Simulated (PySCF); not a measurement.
# NMR shielding calculation of C₃H₈OSi

System: C₃H₈OSi.
Method: GIAO BHandHLYP/Sadlej pVTZ NMR shielding, non-relativistic, gas phase (PySCF 2.14.0).

The geometry comes from this level: GFN2-xTB. It belongs to a series of runs on one base structure; here: BHandHLYP/Sadlej pVTZ; grid level 1. Figures and captions count atoms from 1; the log counts them from 0 in places.

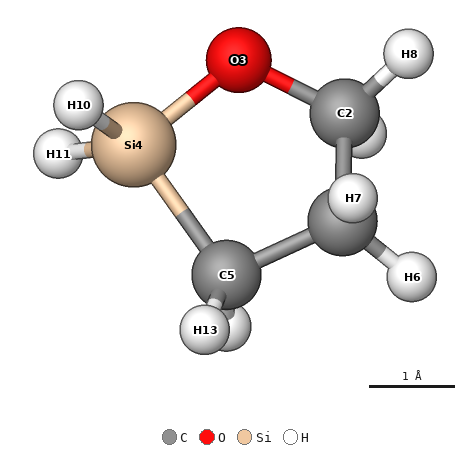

Figure 1. The structure (ball-and-stick view, seen at a tilt; atoms are numbered from 1 in the order of the input). Bond lengths as drawn: C–C 1.53 Å, C–H 1.09 to 1.10 Å, C–O 1.41 Å, C–Si 1.91 Å, H–Si 1.46 Å and O–Si 1.64 Å.

**Input file**
```
{"job": {"kind": "nmr", "xc": "BHandHLYP", "basis": "Sadlej pVTZ", "pop": false, "grid": 1}, "charge": 0, "multiplicity": 1}
C      0.286390    -0.973629     0.508960
C      1.367471     0.044054     0.140773
O      0.783354     1.321044     0.031896
Si    -0.809547     1.310455    -0.336889
C     -0.969057    -0.589902    -0.274871
H      0.627051    -1.988034     0.298099
H      0.081906    -0.892495     1.578087
H      2.156176     0.097585     0.896577
H      1.823181    -0.213319    -0.822621
H     -1.530646     2.022822     0.712006
H     -1.024738     1.852535    -1.675347
H     -0.930323    -1.015643    -1.277871
H     -1.865605    -0.974987     0.203474
```

The first line tells a small driver script what to run in PySCF; the rest is the geometry in Å.

Run on 1 CPU thread, shared host.

Command:
```bash
OMP_NUM_THREADS=1 python <driver script> task.json out
```

**Output**
```
final grid: 46912 points
cycle   1  E = -483.7227746666  dE =  7.288e-01  |g| = 6.366e-01  |ddm| = 2.020e+01
cycle   2  E = -483.6927416176  dE =  3.003e-02  |g| = 7.748e-01  |ddm| = 4.148e+00
cycle   3  E = -483.8059657640  dE = -1.132e-01  |g| = 5.678e-02  |ddm| = 1.700e+00
cycle   4  E = -483.8065132876  dE = -5.475e-04  |g| = 2.885e-02  |ddm| = 4.219e-01
cycle   5  E = -483.8067210681  dE = -2.078e-04  |g| = 4.659e-03  |ddm| = 1.359e-01
cycle   6  E = -483.8067262835  dE = -5.215e-06  |g| = 8.234e-04  |ddm| = 2.425e-02
cycle   7  E = -483.8067264754  dE = -1.918e-07  |g| = 2.522e-04  |ddm| = 5.043e-03
cycle   8  E = -483.8067264938  dE = -1.844e-08  |g| = 6.429e-05  |ddm| = 1.589e-03
cycle   9  E = -483.8067264950  dE = -1.173e-09  |g| = 1.628e-05  |ddm| = 4.631e-04
cycle  10  E = -483.8067264951  dE = -9.265e-11  |g| = 2.568e-06  |ddm| = 9.235e-05
converged SCF energy = -483.8067264951

GIAO shielding tensors (ppm)
atom      isotropic    diamagn.    paramagn.     s11        s22        s33       span
  0 C      169.631     158.681      10.950    151.193    174.702    182.999     31.806
  1 C      128.432     188.152     -59.720     86.985    121.607    176.703     89.718
  2 O      320.930     325.246      -4.316    269.828    314.071    378.892    109.064
  3 Si     373.926     895.713    -521.787    324.956    361.889    434.933    109.978
  4 C      189.084     121.905      67.179    169.571    183.523    214.157     44.585
  5 H       30.059      17.522      12.537     25.468     27.852     36.858     11.390
  6 H       30.487      27.024       3.463     25.429     28.768     37.264     11.834
  7 H       27.717      22.497       5.219     22.918     27.052     33.180     10.262
  8 H       28.410      29.154      -0.744     23.128     27.393     34.711     11.583
  9 H       27.280      33.101      -5.821     23.660     24.826     33.355      9.694
 10 H       27.182      31.945      -4.763     23.887     24.667     32.991      9.104
 11 H       31.167      24.169       6.998     26.629     28.576     38.294     11.665
 12 H       31.022      17.260      13.761     26.500     28.362     38.203     11.703
```

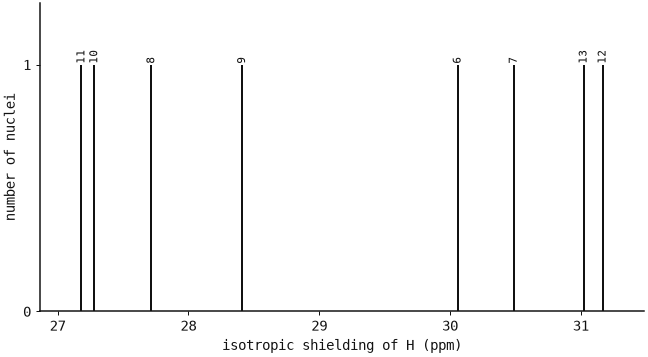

Figure 2. Isotropic shieldings of the hydrogen nuclei in this fixed geometry, labelled by atom number; shielding grows to the right, so chemical shift grows to the left. The least shielded is H11 (27.2 ppm), the most shielded H12 (31.2 ppm).

**Results in brief**

```tsv
quantity	value
outcome	converged
total energy	−483.806726 hartree
HOMO	−9.21 eV
LUMO	0.22 eV
dipole moment	1.62 D
isotropic shielding, C	128.4 to 189.1 ppm
isotropic shielding, O	320.9 ppm
isotropic shielding, Si	373.9 ppm
isotropic shielding, H	27.2 to 31.2 ppm
wall time	41 s
peak memory	0.76 GiB
```

**Remarks**

Settings chosen away from the usual ones: BHandHLYP/Sadlej pVTZ; grid level 1.
